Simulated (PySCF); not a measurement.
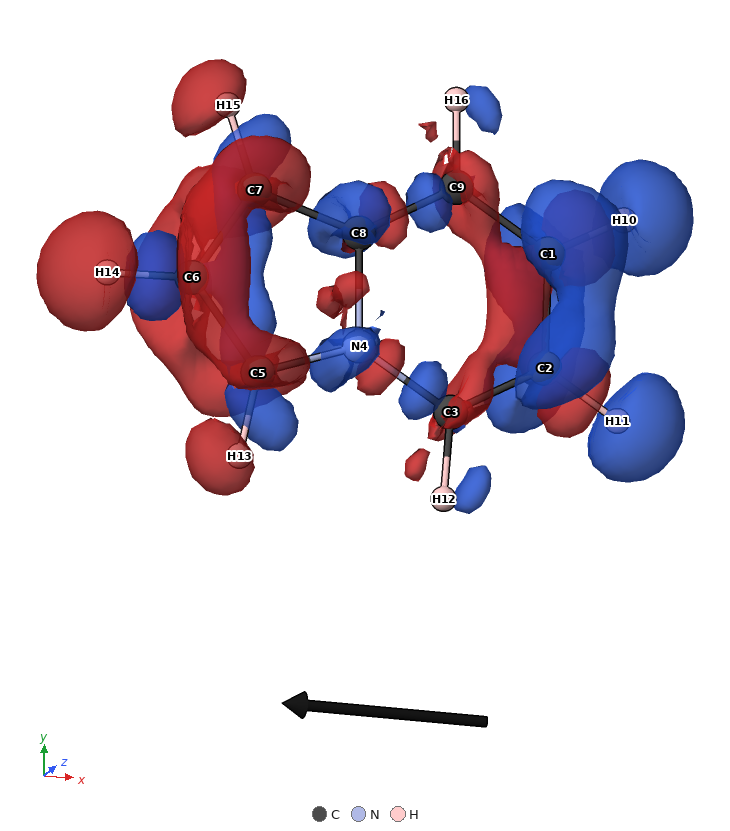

Figure 1: C8H7N, SMILES `c1ccn2cccc2c1`. Change of the electron density in a uniform field of 0.26 V/Å along −x (arrow), surfaces at ±0.003 e/Å³ (blue: gain, red: loss).

Computed with PySCF, M06-2X/def2-SVP, geometry: GFN2-xTB. No frequency check shows the geometry to be a minimum. A basis without diffuse functions makes polarisabilities too small.

The calculation's input:

```python
import numpy as np
from pyscf import gto, scf, dft
from pyscf.scf import atom_ks, atom_hf
from scipy.linalg import block_diag

def solve(mol, dm0=None, hcore=None):
    mf = (dft.UKS if mol.spin else dft.RKS)(mol, xc='m062x')
    mf.grids.level = 3
    mf = mf.density_fit(auxbasis='def2-universal-jkfit')
    mf.conv_tol, mf.max_cycle = 1e-8, 80
    if hcore is not None:
        mf.get_hcore = lambda *args: hcore
    mf.kernel(dm0)
    if not mf.converged:
        mf = mf.newton().run(mf.mo_coeff, mf.mo_occ, max_cycle=30)
    assert mf.converged, 'SCF not converged'
    return mf

mol = gto.M(atom='''
C      2.12082     0.69225     0.00000
C      2.07676    -0.72246     0.00000
C      0.88362    -1.36967     0.00000
N     -0.27670    -0.66309     0.00000
C     -1.55602    -1.09921     0.00000
C     -2.39127    -0.00214     0.00000
C     -1.59944     1.14750     0.00000
C     -0.27538     0.73375     0.00000
C      0.95914     1.40635     0.00000
H      3.07740     1.19048     0.00000
H      2.99366    -1.28921     0.00000
H      0.79445    -2.44613     0.00000
H     -1.79198    -2.14548     0.00000
H     -3.46370    -0.03518     0.00000
H     -1.93898     2.16382     0.00000
H      0.95656     2.48512     0.00000
''', basis='def2-svp', charge=0, spin=0, verbose=4)
field = np.array([0.005, 0.0, 0.0])  # atomic units
mol.set_common_orig(mol.atom_charges() @ mol.atom_coords() / mol.atom_charges().sum())
mf = solve(mol)
out = dict(dm0=mf.make_rdm1(), d0=mf.dip_moment(unit='AU'), e0=mf.e_tot)
for name, sign in (('p', 1), ('m', -1)):
    h = mf.get_hcore() + sign * np.einsum('x,xij->ij', field, mol.intor('int1e_r'))
    mi = solve(mol, mf.make_rdm1(), h)
    out.update({'dm' + name: mi.make_rdm1(), 'd' + name: mi.dip_moment(unit='AU'), 'e' + name: mi.e_tot})
# spherically averaged free atoms, for the promolecule
atm = atom_ks.get_atm_nrks(mol, xc='m062x')
pro = block_diag(*[(atm[a[0]][2] * atm[a[0]][3]) @ atm[a[0]][2].T for a in mol._atom])
np.savez('result.npz', pro=pro, **out)
```

Command:

```sh
OMP_NUM_THREADS=1 python input.py
```

The run took 3.2 min on 1 thread of Arm Neoverse V1, on a shared host, peak memory 0.92 GiB.

Partitions, critical points and surface values were worked out afterwards from this run's density.

The field was applied in both directions; the picture shows the one opposite to the script's first.

Q: What dipole is induced, and what polarisability does it imply?

A: The induced dipole is 1.64 D (along the field); α along this axis, from the fields in both directions, is 129 bohr³ (19.1 Å³).
